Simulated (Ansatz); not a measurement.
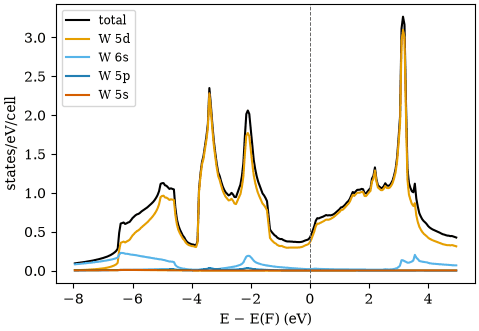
*Total and projected density of states of W (bcc (W type), Im-3m), LDA in the plane-wave PAW code Ansatz*

### Question
Which orbitals carry the states next to the Fermi level?

### Answer
Within 0.5 eV of the Fermi level: W 5d 87 %, outside the projected shells 8 %. Projections are on Löwdin-orthogonalised atomic valence shells; empty p or d shells of many metals are not among them.

### Question
Where is the tallest occupied peak in this window, and what makes it?

### Answer
Near -3.4 eV, about 2.3 states/eV per cell; the largest projected share is W 5d.

The cell was relaxed with LDA under the symmetry of its start. No spin polarisation was allowed. Spin–orbit coupling is left out wherever it is not named.

Potentials: the later of the program's two PAW sets.
